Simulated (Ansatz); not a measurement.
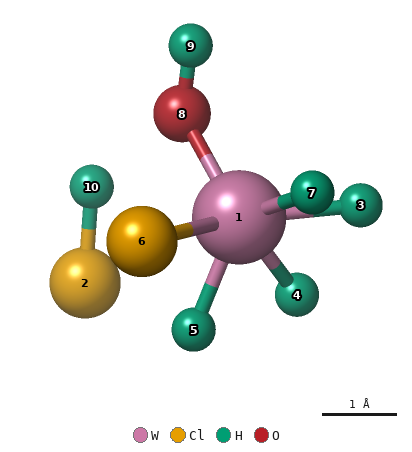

WH₆OCl₂, before the relaxation. Style: ball-and-stick. Shown from a free direction.

The run prepares an end point of a later path (reaction) calculation, from a guessed geometry.

These are results of RKS PBE0/def2-SVP in Ansatz 0.2.0, not measurements.

Input file:
```yaml
crystal:
  periodic: [false, false, false]
  atoms:
    - { symbol: W, position_ang: [0.22483, -0.488892, -0.222465] }
    - { symbol: Cl, position_ang: [-0.166424, -0.098965, 3.324983] }
    - { symbol: H, position_ang: [1.216647, 0.607519, -1.031086] }
    - { symbol: H, position_ang: [0.230802, 1.136681, 0.224742] }
    - { symbol: H, position_ang: [-1.14891, 0.146925, 0.461424] }
    - { symbol: Cl, position_ang: [-1.474307, -1.971716, -0.877017] }
    - { symbol: H, position_ang: [0.353885, -0.611058, -1.881585] }
    - { symbol: O, position_ang: [1.421699, -1.441591, 0.905901] }
    - { symbol: H, position_ang: [2.072774, -2.05784, 0.534629] }
    - { symbol: H, position_ang: [0.786503, -0.955062, 2.961974] }
basis:
  gaussian: { orbitals: def2-SVP }
hamiltonian:
  xc: pbe0
relax:
  f_tol: 0.03
  max_steps: 50
```

Run as
```bash
ansatz run input.yaml --threads 2 --pin off --max-ram 3072MiB --backend cpu --events-out ev --progress --plain --runs-dir out
```

### What does the optimiser find from here?

After 8 accepted moves (10 points after the start) the energy has fallen by 6.67 kJ/mol. The largest force component goes from 0.84 to 0.017 eV/Å. The line search rejected the trial steps at points 1, 8 of the run. The largest move after the best rigid fit is that of Cl2, 0.42 Å. By element the largest moves are Cl 0.42 Å, H 0.17 Å, O 0.13 Å, W 0.06 Å. Among the contacts that change: W1–Cl2 3.590 → 3.942 Å, W1–O8 1.901 → 1.854 Å, Cl2–H10 1.331 → 1.292 Å. Among the angles between lasting bonds that change: W1–O8–H9 120.9° → 125.9°, H5–W1–O8 117.9° → 115.4°, H4–W1–O8 108.9° → 106.6°. Cost: 59 s on 2 threads of Intel(R) Xeon(R) Platinum 8259CL CPU @ 2.50GHz (Skylake/Cascade Lake), with other jobs on the host, peak memory 0.29 GiB.

Step by step:

```json
{"step": "0", "E − E(0), kJ/mol": "0.00", "largest force component, eV/Å": "0.8357", "note": ""}
{"step": "1", "E − E(0), kJ/mol": "0.48", "largest force component, eV/Å": "1.1843", "note": "rejected"}
{"step": "2", "E − E(0), kJ/mol": "-4.69", "largest force component, eV/Å": "0.4162", "note": ""}
{"step": "3", "E − E(0), kJ/mol": "-5.93", "largest force component, eV/Å": "0.1529", "note": ""}
{"step": "4", "E − E(0), kJ/mol": "-6.01", "largest force component, eV/Å": "0.2546", "note": ""}
{"step": "5", "E − E(0), kJ/mol": "-6.38", "largest force component, eV/Å": "0.0847", "note": ""}
{"step": "6", "E − E(0), kJ/mol": "-6.49", "largest force component, eV/Å": "0.1509", "note": ""}
{"step": "7", "E − E(0), kJ/mol": "-6.62", "largest force component, eV/Å": "0.0505", "note": ""}
{"step": "8", "E − E(0), kJ/mol": "-6.61", "largest force component, eV/Å": "0.0484", "note": "rejected"}
{"step": "9", "E − E(0), kJ/mol": "-6.65", "largest force component, eV/Å": "0.0282", "note": ""}
{"step": "10", "E − E(0), kJ/mol": "-6.67", "largest force component, eV/Å": "0.0168", "note": ""}
```

The structure at the end:

```xyz
10

W     0.2337   -0.4615   -0.2786
Cl   -0.1039   -0.3546    3.6470
H     1.2389    0.5794   -1.1453
H     0.2768    1.1789    0.1119
H    -1.1240    0.2172    0.3997
Cl   -1.4819   -1.9710   -0.8259
H     0.3471   -0.6859   -1.9295
O     1.3713   -1.3180    0.9082
H     2.0470   -1.9734    0.6756
H     0.7126   -0.9451    2.8385
```

After the run, drawn alike:

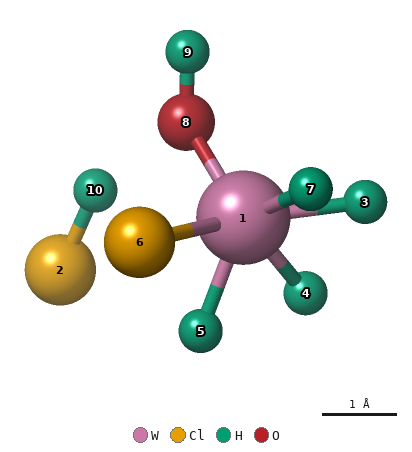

Limits of the set-up: the start holds two separate molecules, 2.2 Å apart at their closest, whose relative position is a soft coordinate and is computed without a dispersion correction.
